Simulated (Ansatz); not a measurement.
# NaVSe3 (model cell, started as cubic perovskite with V in the octahedra): a soft mode frozen in, part 2 of 3

Which phase does NaVSe3 (model cell, started as cubic perovskite with V in the octahedra) fall into along its unstable mode, and how much energy does it gain?

Ansatz 0.2.0; DFT PBE, scalar-relativistic, plane waves, PAW; PAW set soft_1.

So far, highest frequency on the path or at a solved wavevector (cm⁻¹): step 2 (the dispersion) 252. Also lowest frequency on the path (cm⁻¹): step 2 -133.

The structure was built from a prototype and need not be the compound's stable phase.

**5. Energy along the mode, all amplitudes (two of the runs are shown above)**

An imaginary frequency means negative curvature, so the energy should fall and then rise again as anharmonic terms take over.

This step gave:

```yaml
depth_at_the_lowest_point_sampled: 17.62 meV/atom
largest_atomic_shift_at_that_point: 0.32 Å
```

Table of energy from the parent by largest atomic shift:

```
largest atomic shift (Å)  energy from the parent (meV/atom)
                   0.000                                  0
                   0.040                             -0.514
                   0.080                              -1.85
                   0.140                              -4.79
                   0.220                              -10.6
                   0.320                              -17.6
                   0.450                              -13.8
                   0.600                               25.8
```

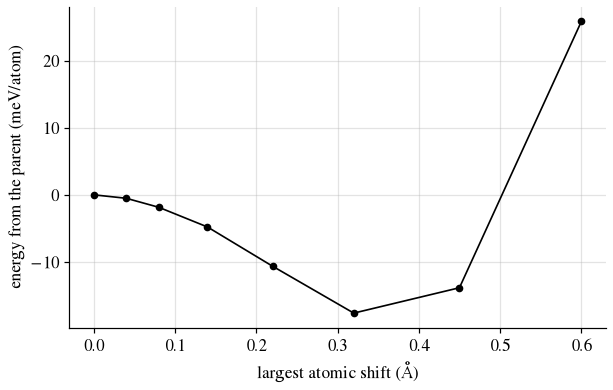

Energy from the parent against largest atomic shift.

Displacement at unit largest shift by atom:

```
atom   x (Å)   y (Å)  z (Å)   size
 Na1   0.000   0.000  0.000  0.000
 Na2   0.000   0.000  0.000  0.000
  V3   0.707  -0.707  0.000  1.000
  V4  -0.707   0.707  0.000  1.000
 Se5   0.000   0.000  0.000  0.000
 Se6   0.000   0.000  0.000  0.000
 Se7  -0.251  -0.104  0.000  0.272
 Se8   0.251   0.104  0.000  0.272
 Se9   0.104   0.251  0.000  0.272
Se10  -0.104  -0.251  0.000  0.272
```

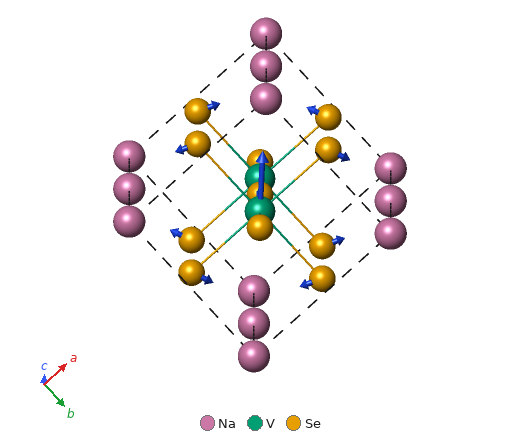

Displacement at unit largest shift as arrows, the longest 1.000 Å. Some periodic images of atoms are drawn too.

The lowest of the steps tried is at 0.32 Å, 17.6 meV/atom below the parent; the bottom of the well need not coincide with a step.

**6. Relaxation from the frozen mode**

Starting from the lowest point found, all atoms and the cell are let go, so that strain and other modes of the same symmetry can join in.

File input.yaml:

```yaml
crystal:
  lattice:
    - [4.8932201373, 0.0, 0.0]
    - [0.0, 4.8932201373, 0.0]
    - [0.0, 0.0, 9.7864402746]
  atoms:
    - { symbol: Na, position: [0.0, 0.0, 0.0] }
    - { symbol: Na, position: [0.0, 0.0, 0.5] }
    - { symbol: V, position: [0.5462423851, 0.4537576149, 0.25] }
    - { symbol: V, position: [0.4537576149, 0.5462423851, 0.75] }
    - { symbol: Se, position: [0.5, 0.5, 0.0] }
    - { symbol: Se, position: [0.5, 0.5, 0.5] }
    - { symbol: Se, position: [0.4835536574, -0.0067878203, 0.25] }
    - { symbol: Se, position: [0.5164463426, 0.0067878203, 0.75] }
    - { symbol: Se, position: [0.0067878203, 0.5164463426, 0.25] }
    - { symbol: Se, position: [-0.0067878203, 0.4835536574, 0.75] }
kpoints:
  mp_grid: { grid: [8, 8, 4] }
hamiltonian:
  xc: pbe
  pseudopotentials: { kind: paw, azcp: { folder: soft_1 } }
scf:
  occupations: { method: methfessel_paxton, width: 0.2 }
output:
  forces: true
  stress: true
  eigenvalues: true
  write_density: true
  write_potential: true
  elf: true
  volumetric_format: npy
relax:
  adjacent_minimum: "off"
  f_tol: 0.002
  max_steps: 120
  cell: { stress_tol: 0.03 }
```

Run with:

```bash
$ ansatz run input.yaml --threads 4 --pin off --max-ram 16384MiB --backend cpu --events-out ev --progress --plain --runs-dir out
```

Numbers of over 12 decimals in the logs are rounded to 6 here.

The program printed:

```text
[...]
Crystal: 10 atoms, lattice volume = 234.323 Å³
Basis set: ecut = 420 eV, 4573 PW (Γ), exchange–correlation on 72×72×144 points (8 copies of the dense FFT grid, shifted against one another)
Bands: 84, of which v1, the nominal top of the filled ones, is band 70 counted from 1 (69 counted from 0)
Symmetry: 8 space group operations
[...]
k-points: 63 of 256
[...]
SCF iter   1: F=—  HF=-41630.846848 eV  |F-HF|=—  |Δ(HF+E_count)|=         —  Δρ=2.49e-1  dr2=2.41e2  ethr=3.10e-3  ⟨swp⟩=5.9  Hψ=17778  notcnv=0
[...]
SCF iter  11: F=-41617.118070 eV  HF=-41617.118070 eV  |F-HF|=2.59e-9  |Δ(HF+E_count)|=   4.33e-9  S|Δr|=    0.00e0  Δρ=1.02e-6  dr2=1.90e-9  ethr=7.14e-11  ⟨swp⟩=14.0  Hψ=33473  notcnv=0
SCF 1 converged in 11 iterations: F = -41617.118070 eV  dr2 = 1.90e-9
[...]
relax step   1: F+E_penalty+E_count = -41617.11806973 eV  Δ(F+E_penalty+E_count) = +0.000e0 eV  max|allowed force component| = 3.327e-1 eV/Å  Δτ_max = 0.0000 Å  P = +1.139 GPa  Ω = 234.323 Å³  (11 SCF iters, dr2 threshold 1.00e-7 eV, accepted)
Crystal: 10 atoms, lattice volume = 236.158 Å³
Basis set: ecut = 420 eV, 4625 PW (Γ), exchange–correlation on 72×72×144 points (8 copies of the dense FFT grid, shifted against one another)
[...]
SCF iter   7: F=-41617.225773 eV  HF=-41617.225773 eV  |F-HF|=5.26e-7  |Δ(HF+E_count)|=   1.07e-6  S|Δr|=    0.00e0  Δρ=1.31e-5  dr2=6.35e-7  ethr=7.14e-10  ⟨swp⟩=12.0  Hψ=47088  notcnv=0
SCF 2 converged in 7 iterations: F = -41617.225773 eV  dr2 = 6.35e-7
relax step   2: F+E_penalty+E_count = -41617.22577256 eV  Δ(F+E_penalty+E_count) = -1.077e-1 eV  max|allowed force component| = 2.397e-1 eV/Å  Δτ_max = 0.1485 Å  P = -0.029 GPa  Ω = 236.158 Å³  energy of the carried Pulay correction = -3.528e-4 eV  (7 SCF iters, dr2 threshold 1.00e-6 eV, accepted)
Crystal: 10 atoms, lattice volume = 238.976 Å³
Basis set: ecut = 420 eV, 4669 PW (Γ), exchange–correlation on 72×72×144 points (8 copies of the dense FFT grid, shifted against one another)
[...]
SCF iter   7: F=-41617.276966 eV  HF=-41617.276966 eV  |F-HF|=4.59e-8  |Δ(HF+E_count)|=   1.78e-7  S|Δr|=    0.00e0  Δρ=6.78e-6  dr2=6.44e-8  ethr=7.14e-10  ⟨swp⟩=11.2  Hψ=46193  notcnv=0
SCF 3 converged in 7 iterations: F = -41617.276966 eV  dr2 = 6.44e-8
  Residual-converged pass: ⟨swp⟩=1.0  Hψ=5546  notcnv=0  max |occ|·‖R‖ = 7.1e-9 eV (tolerance 1.0e-8 eV)  dr2=6.44e-8  dr2_onsite=2.77e-8  max |Δocc| = 3.8e-11
[...]
relax step   3: F+E_penalty+E_count = -41617.27696624 eV  Δ(F+E_penalty+E_count) = -5.119e-2 eV  max|allowed force component| = 2.738e-1 eV/Å  Δτ_max = 0.0718 Å  P = -0.541 GPa  Ω = 238.976 Å³  energy of the carried Pulay correction = -8.890e-4 eV  (7 SCF iters, dr2 threshold 1.00e-6 eV, accepted)
[... from here on, the SCF cycles and remarks between the steps are left out ...]
relax step   4: F+E_penalty+E_count = -41617.34131823 eV  Δ(F+E_penalty+E_count) = -6.435e-2 eV  max|allowed force component| = 1.992e-1 eV/Å  Δτ_max = 0.1209 Å  P = -0.127 GPa  Ω = 240.020 Å³  energy of the carried Pulay correction = -1.086e-3 eV  (6 SCF iters, dr2 threshold 1.00e-6 eV, accepted)
relax step   5: F+E_penalty+E_count = -41617.37127608 eV  Δ(F+E_penalty+E_count) = -2.996e-2 eV  max|allowed force component| = 1.356e-1 eV/Å  Δτ_max = 0.0376 Å  P = +0.275 GPa  Ω = 241.281 Å³  energy of the carried Pulay correction = -1.323e-3 eV  (6 SCF iters, dr2 threshold 1.00e-6 eV, accepted)
relax step   6: F+E_penalty+E_count = -41617.39950708 eV  Δ(F+E_penalty+E_count) = -2.823e-2 eV  max|allowed force component| = 4.009e-2 eV/Å  Δτ_max = 0.0497 Å  P = +0.434 GPa  Ω = 247.152 Å³  energy of the carried Pulay correction = -2.410e-3 eV  (6 SCF iters, dr2 threshold 1.00e-6 eV, accepted)
relax step   7: F+E_penalty+E_count = -41617.46004107 eV  Δ(F+E_penalty+E_count) = -6.053e-2 eV  max|allowed force component| = 1.305e-1 eV/Å  Δτ_max = 0.0850 Å  P = +0.496 GPa  Ω = 255.952 Å³  energy of the carried Pulay correction = -3.990e-3 eV  (7 SCF iters, dr2 threshold 1.00e-6 eV, accepted)
relax step   8: F+E_penalty+E_count = -41617.50678432 eV  Δ(F+E_penalty+E_count) = -4.674e-2 eV  max|allowed force component| = 3.535e-1 eV/Å  Δτ_max = 0.0889 Å  P = +0.536 GPa  Ω = 262.752 Å³  energy of the carried Pulay correction = -5.173e-3 eV  (8 SCF iters, dr2 threshold 1.00e-6 eV, accepted)
relax step   9: F+E_penalty+E_count = -41617.51141310 eV  Δ(F+E_penalty+E_count) = -4.629e-3 eV  max|allowed force component| = 1.941e-1 eV/Å  Δτ_max = 0.1179 Å  P = +0.108 GPa  Ω = 264.289 Å³  energy of the carried Pulay correction = -5.436e-3 eV  (8 SCF iters, dr2 threshold 1.00e-6 eV, accepted)
relax step  10: F+E_penalty+E_count = -41617.54521408 eV  Δ(F+E_penalty+E_count) = -3.380e-2 eV  max|allowed force component| = 1.387e-1 eV/Å  Δτ_max = 0.0618 Å  P = -0.320 GPa  Ω = 266.884 Å³  energy of the carried Pulay correction = -5.876e-3 eV  (7 SCF iters, dr2 threshold 1.00e-6 eV, accepted)
relax step  11: F+E_penalty+E_count = -41617.55741386 eV  Δ(F+E_penalty+E_count) = -1.220e-2 eV  max|allowed force component| = 2.852e-2 eV/Å  Δτ_max = 0.0289 Å  P = -0.114 GPa  Ω = 267.178 Å³  energy of the carried Pulay correction = -5.925e-3 eV  (7 SCF iters, dr2 threshold 1.00e-6 eV, accepted)
relax step  12: F+E_penalty+E_count = -41617.57695549 eV  Δ(F+E_penalty+E_count) = -1.954e-2 eV  max|allowed force component| = 1.777e-1 eV/Å  Δτ_max = 0.0790 Å  P = +0.291 GPa  Ω = 269.655 Å³  energy of the carried Pulay correction = -6.341e-3 eV  (8 SCF iters, dr2 threshold 2.23e-7 eV, accepted)
relax step  13: F+E_penalty+E_count = -41617.58913537 eV  Δ(F+E_penalty+E_count) = -1.218e-2 eV  max|allowed force component| = 1.873e-1 eV/Å  Δτ_max = 0.0868 Å  P = +0.523 GPa  Ω = 270.915 Å³  energy of the carried Pulay correction = -6.551e-3 eV  (7 SCF iters, dr2 threshold 1.00e-6 eV, accepted)
relax step  14: F+E_penalty+E_count = -41617.59340666 eV  Δ(F+E_penalty+E_count) = -4.271e-3 eV  max|allowed force component| = 3.641e-2 eV/Å  Δτ_max = 0.0024 Å  P = -0.216 GPa  Ω = 273.912 Å³  energy of the carried Pulay correction = -7.046e-3 eV  (6 SCF iters, dr2 threshold 1.00e-6 eV, accepted)
relax step  15: F+E_penalty+E_count = -41617.59439080 eV  Δ(F+E_penalty+E_count) = -9.841e-4 eV  max|allowed force component| = 1.714e-2 eV/Å  Δτ_max = 0.0108 Å  P = +0.011 GPa  Ω = 272.005 Å³  energy of the carried Pulay correction = -6.732e-3 eV  (8 SCF iters, dr2 threshold 1.93e-7 eV, accepted)
[...]
relax step  18: F+E_penalty+E_count = -41617.78958508 eV  Δ(F+E_penalty+E_count) = -6.641e-2 eV  max|allowed force component| = 3.320e-2 eV/Å  Δτ_max = 0.0439 Å  P = +0.400 GPa  Ω = 279.586 Å³  energy of the carried Pulay correction = -1.237e-3 eV  (7 SCF iters, dr2 threshold 1.00e-6 eV, accepted)
relax step  19: F+E_penalty+E_count = -41617.85232165 eV  Δ(F+E_penalty+E_count) = -6.274e-2 eV  max|allowed force component| = 1.081e-1 eV/Å  Δτ_max = 0.0652 Å  P = +0.389 GPa  Ω = 288.220 Å³  energy of the carried Pulay correction = -3.041e-3 eV  (7 SCF iters, dr2 threshold 1.00e-6 eV, accepted)
relax step  20: F+E_penalty+E_count = -41617.88905491 eV  Δ(F+E_penalty+E_count) = -3.673e-2 eV  max|allowed force component| = 6.229e-2 eV/Å  Δτ_max = 0.0561 Å  P = +0.043 GPa  Ω = 295.747 Å³  energy of the carried Pulay correction = -4.922e-3 eV  (7 SCF iters, dr2 threshold 1.00e-6 eV, accepted)
relax step  21: F+E_penalty+E_count = -41617.90232327 eV  Δ(F+E_penalty+E_count) = -1.327e-2 eV  max|allowed force component| = 1.274e-1 eV/Å  Δτ_max = 0.0641 Å  P = +0.188 GPa  Ω = 303.181 Å³  energy of the carried Pulay correction = -7.090e-3 eV  (8 SCF iters, dr2 threshold 2.42e-7 eV, accepted)
relax step  22: F+E_penalty+E_count = -41617.90778408 eV  Δ(F+E_penalty+E_count) = -5.461e-3 eV  max|allowed force component| = 1.018e-2 eV/Å  Δτ_max = 0.0111 Å  P = -0.067 GPa  Ω = 303.754 Å³  energy of the carried Pulay correction = -7.279e-3 eV  (7 SCF iters, dr2 threshold 1.00e-6 eV, accepted)
relax step  23: F+E_penalty+E_count = -41617.90875913 eV  Δ(F+E_penalty+E_count) = -9.750e-4 eV  max|allowed force component| = 1.031e-2 eV/Å  Δτ_max = 0.0032 Å  P = +0.027 GPa  Ω = 303.250 Å³  energy of the carried Pulay correction = -7.124e-3 eV  (7 SCF iters, dr2 threshold 5.35e-8 eV, accepted)
relax step  24: F+E_penalty+E_count = -41617.90893435 eV  Δ(F+E_penalty+E_count) = -1.752e-4 eV  max|allowed force component| = 1.758e-3 eV/Å  Δτ_max = 0.0038 Å  P = -0.006 GPa  Ω = 303.226 Å³  energy of the carried Pulay correction = -7.119e-3 eV  (8 SCF iters, dr2 threshold 6.64e-9 eV, accepted)
relax step  25: F+E_penalty+E_count = -41617.90880392 eV  Δ(F+E_penalty+E_count) = +1.304e-4 eV  max|allowed force component| = 1.705e-2 eV/Å  Δτ_max = 0.0020 Å  P = -0.010 GPa  Ω = 303.228 Å³  energy of the carried Pulay correction = -7.121e-3 eV  (9 SCF iters, rejected (line search))
relax step  26: F+E_penalty+E_count = -41617.90893166 eV  Δ(F+E_penalty+E_count) = +2.688e-6 eV  max|allowed force component| = 7.473e-4 eV/Å  Δτ_max = 0.0007 Å  P = +0.001 GPa  Ω = 303.266 Å³  energy of the carried Pulay correction = -7.132e-3 eV  (8 SCF iters, accepted)
relax step  27: F+E_penalty+E_count = -41617.93784918 eV  Δ(F+E_penalty+E_count) = -2.892e-2 eV  max|allowed force component| = 1.524e-3 eV/Å  Δτ_max = 0.0000 Å  P = +0.121 GPa  Ω = 303.266 Å³  stress off target by 3.57e-1 GPa  SCF on the basis re-selected at this cell (its energy is not comparable with the rows above)  (10 SCF iters)
relax step  28: F+E_penalty+E_count = -41617.94739246 eV  Δ(F+E_penalty+E_count) = -9.543e-3 eV  max|allowed force component| = 1.751e-2 eV/Å  Δτ_max = 0.0224 Å  P = +0.115 GPa  Ω = 306.948 Å³  energy of the carried Pulay correction = -5.504e-4 eV  (6 SCF iters, dr2 threshold 3.19e-7 eV, accepted)
relax step  29: F+E_penalty+E_count = -41617.95617494 eV  Δ(F+E_penalty+E_count) = -8.782e-3 eV  max|allowed force component| = 3.431e-2 eV/Å  Δτ_max = 0.0363 Å  P = +0.119 GPa  Ω = 312.223 Å³  energy of the carried Pulay correction = -1.418e-3 eV  (7 SCF iters, dr2 threshold 2.02e-7 eV, accepted)
relax step  30: F+E_penalty+E_count = -41617.95845479 eV  Δ(F+E_penalty+E_count) = -2.280e-3 eV  max|allowed force component| = 2.872e-2 eV/Å  Δτ_max = 0.0331 Å  P = +0.077 GPa  Ω = 317.671 Å³  energy of the carried Pulay correction = -2.418e-3 eV  (7 SCF iters, dr2 threshold 1.27e-7 eV, accepted)
relax step  31: F+E_penalty+E_count = -41617.95843103 eV  Δ(F+E_penalty+E_count) = +2.376e-5 eV  max|allowed force component| = 1.719e-2 eV/Å  Δτ_max = 0.0013 Å  P = -0.034 GPa  Ω = 318.482 Å³  energy of the carried Pulay correction = -2.576e-3 eV  (6 SCF iters, dr2 threshold 5.16e-8 eV, accepted)
relax step  32: F+E_penalty+E_count = -41617.95846258 eV  Δ(F+E_penalty+E_count) = -3.154e-5 eV  max|allowed force component| = 6.083e-4 eV/Å  Δτ_max = 0.0016 Å  P = +0.000 GPa  Ω = 318.552 Å³  energy of the carried Pulay correction = -2.589e-3 eV  (6 SCF iters, dr2 threshold 1.85e-8 eV, accepted)
[...]
SCF iter   9: F=-41617.961902 eV  HF=-41617.961902 eV  |F-HF|=3.64e-11  |Δ(HF+E_count)|=  4.51e-10  S|Δr|=    0.00e0  Δρ=5.02e-8  dr2=1.79e-11  ethr=1.00e-12  ⟨swp⟩=6.7  Hψ=25055  notcnv=0
SCF 33 converged in 9 iterations: F = -41617.961902 eV  dr2 = 1.79e-11
relax step  33: F+E_penalty+E_count = -41617.96190204 eV  Δ(F+E_penalty+E_count) = -3.439e-3 eV  max|allowed force component| = 1.029e-3 eV/Å  Δτ_max = 0.0000 Å  P = +0.001 GPa  Ω = 318.552 Å³  stress off target by 1.92e-2 GPa  SCF on the basis re-selected at this cell (its energy is not comparable with the rows above)  (9 SCF iters)
[...]
SCF converged after 9 iterations
[...]
Free energy (F): -41617.961902 eV
[...]
Internal energy: -41617.981501 eV  (E = F + TS)
E sigma→0 (E₀):  -41617.966802 eV
Entropy (-TS):   0.019599 eV (1.960 meV/atom)
Fermi energy:    3.443460 eV
[...]
--- Forces (eV/Å), atoms counted from 1 ---
  atom   1  Na     0.00000000    -0.00000000     0.00000000
  atom   2  Na    -0.00000000     0.00000000     0.00000000
  atom   3  V      0.00102853    -0.00102853     0.00000000
  atom   4  V     -0.00102853     0.00102853     0.00000000
  atom   5  Se    -0.00000000     0.00000000     0.00000000
  atom   6  Se     0.00000000    -0.00000000     0.00000000
  atom   7  Se    -0.00022430     0.00100426     0.00000000
  atom   8  Se     0.00022430    -0.00100426     0.00000000
  atom   9  Se    -0.00100426     0.00022430     0.00000000
  atom  10  Se     0.00100426    -0.00022430     0.00000000
  max |Σ_I F_I| component: 0.00e0 eV/Å
--- Stress (GPa, compression-positive) ---
        0.005610       0.013598       0.000000
        0.013598       0.005610       0.000000
        0.000000       0.000000      -0.008816
  P = ⅓ Tr σ = 0.0008 GPa (0.008 kbar)
--- Band table (eV; the first three rows and the last of 63) ---
  k-point 0: bands = [... 66 lower, 2.2080, 2.6480, 2.8896, 3.0416, 3.5076, 4.2792, 4.4154, 4.8666, ... 10 higher]
  k-point 1: bands = [... 66 lower, 2.0234, 2.4933, 2.7732, 3.0002, 4.0989, 4.4183, 4.4473, 4.7055, ... 10 higher]
  k-point 2: bands = [... 66 lower, 1.8155, 1.8155, 2.9832, 2.9832, 4.5341, 4.5341, 4.6828, 4.6828, ... 10 higher]
  k-point 62: bands = [... 66 lower, 2.7966, 2.7966, 3.4314, 3.4314, 4.5657, 4.5657, 4.6011, 4.6011, ... 10 higher]
--- Relaxed structure (30 steps of the walk, 29 accepted, 3 SCFs on fresh bases) ---
  F+E_penalty+E_count = -41617.96190204 eV   max|allowed force component| = 1.029e-3 eV/Å   (the final SCF, on the basis selected at the relaxed cell)
  cell:  # Å, volume = 318.5515 Å³
    - [6.455139, 0.755905, 0.0]
    - [0.755905, 6.455139, 0.0]
    - [0.0, 0.0, 7.751129]
  atoms:
    - { symbol: Na, position: [1.3194632074562122e-18, -9.328194967910395e-19, 0] }
    - { symbol: Na, position: [1.3194632074562124e-18, -9.328194967910385e-19, 0.5] }
    - { symbol: V, position: [0.658941, 0.341059, 0.25] }
    - { symbol: V, position: [0.341059, 0.658941, 0.75] }
    - { symbol: Se, position: [0.5, 0.5, 0] }
    - { symbol: Se, position: [0.5, 0.5, 0.5] }
    - { symbol: Se, position: [0.639167, 0.00144542, 0.25] }
    - { symbol: Se, position: [0.360833, -0.00144542, 0.75] }
    - { symbol: Se, position: [-0.00144542, 0.360833, 0.25] }
    - { symbol: Se, position: [0.00144542, 0.639167, 0.75] }
```

Wall time 17 min (4 threads of Arm Neoverse V1, shared host); peak memory 1.6 GiB.

Relaxation path (22 of 33):

```
step  energy less that of the first step (eV)  largest force component (eV/Å)  pressure (GPa)  volume (Å³)
   1                                   0.0000                          0.3327            1.14       234.32
   3                                  -0.1589                          0.2738           -0.54       238.98
   4                                  -0.2232                          0.1992           -0.13       240.02
   6                                  -0.2814                          0.0401            0.43       247.15
   7                                  -0.3420                          0.1305            0.50       255.95
   9                                  -0.3933                          0.1941            0.11       264.29
  10                                  -0.4271                          0.1387           -0.32       266.88
  12                                  -0.4589                          0.1777            0.29       269.66
  13                                  -0.4711                          0.1873            0.52       270.91
  15                                  -0.4763                          0.0171            0.01       272.01
  16                                  -0.4764                          0.0011            0.00       272.50
  18                                  -0.6715                          0.0332            0.40       279.59
  19                                  -0.7343                          0.1081            0.39       288.22
  21                                  -0.7843                          0.1274            0.19       303.18
  22                                  -0.7897                          0.0102           -0.07       303.75
  24                                  -0.7909                          0.0018           -0.01       303.23
  25                                  -0.7907                          0.0170           -0.01       303.23
 27*                                  -0.8198                          0.0015            0.12       303.27
  28                                  -0.8293                          0.0175            0.12       306.95
  30                                  -0.8404                          0.0287            0.08       317.67
  31                                  -0.8404                          0.0172           -0.03       318.48
 33*                                  -0.8438                          0.0010            0.00       318.55
```

Relaxation steps marked * repeat the geometry before them on a plane-wave basis chosen anew for their cell, so energy and pressure can jump there. Other such steps can lie between the rows shown. Relaxation step 25 was tried and not accepted.

Forces are held to the 8 operations that the run works with; a distortion that breaks them can't arise in this run.

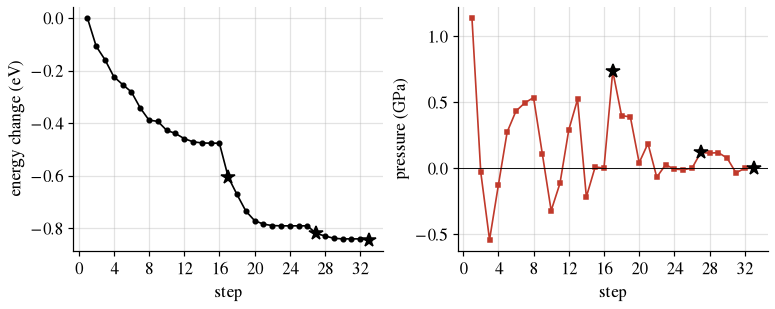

Energy and pressure along the relaxation. Stars mark steps on a basis chosen anew.

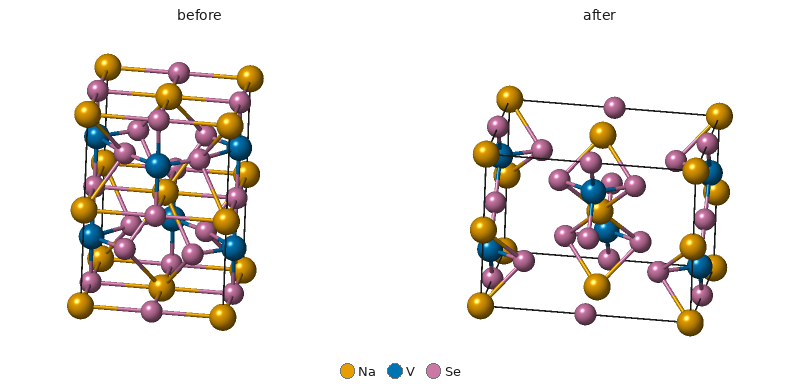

Before and after, at one scale. Bonds to atoms that aren't drawn are left out.

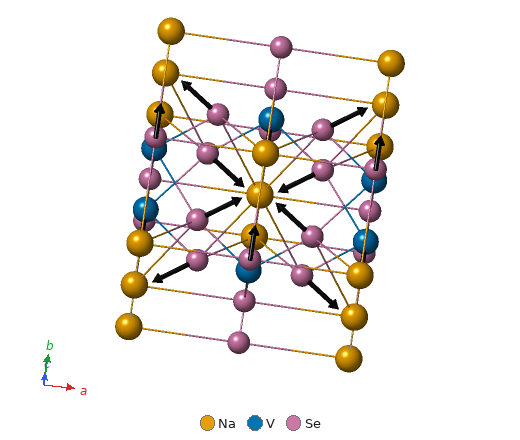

Displacements in the relaxation, exaggerated, measured against the changing cell; the longest in the cell stands for 1.03 Å. Some periodic images of atoms are drawn too.

```
     cell as run  before  after   change
           a (Å)   4.893  6.499  +32.8 %
           b (Å)   4.893  6.499  +32.8 %
           c (Å)   9.786  7.751  -20.8 %
           γ (°)   90.00  76.64  -14.8 %
volume (Å³/atom)   23.43  31.86  +35.9 %
```

The atoms that moved most (Å, as changes of fractional coordinates times the final cell):

```
atom      dx      dy     dz  length
 Se7   1.011   0.171  0.000   1.025
Se10   0.171   1.011  0.000   1.025
 Se9  -0.171  -1.011  0.000   1.025
 Se8  -1.011  -0.171  0.000   1.025
  V4  -0.642   0.642  0.000   0.908
  V3   0.642  -0.642  0.000   0.908
```

This step gave:

| Property | Result |
| --- | --- |
| pressure | 8.01e-4 GPa |
| volume per atom | 31.86 Å³ |
| gap on the k-mesh | 0.07320 eV |

(Part 2 of 3 ends here.)

[Logs are printed without paths, hosts, clocks, repeated set-up lines and the standing remarks that a program may print on its own settings, such as how far it seeks lower states.]

[Hosts, paths, dates, database ids (printed as entryN), source tags and the programs' standing remarks are cut or masked in the printed files.]
